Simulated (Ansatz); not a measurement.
Base system: BP in the zinc blende structure (space group F-43m, No. 216; a = 4.5364 Å).

It is then changed as follows: the cell is scaled by 1.0054 in all directions; the atoms relax in the strained cell.

Method: DFT with r2SCAN, PAW potentials and a 500 eV plane-wave cutoff in Ansatz (a quantum-chemistry and plane-wave program), without spin-orbit coupling, earlier PAW set.

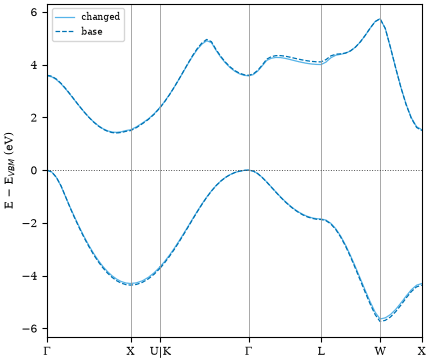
*Highest valence and lowest conduction band along the path, each from its own valence-band maximum*

The gap is 1.43 eV, indirect, Γ → Γ–X (83 % along); the base has 1.41 eV.

Whether these cells are dynamically stable was not tested.
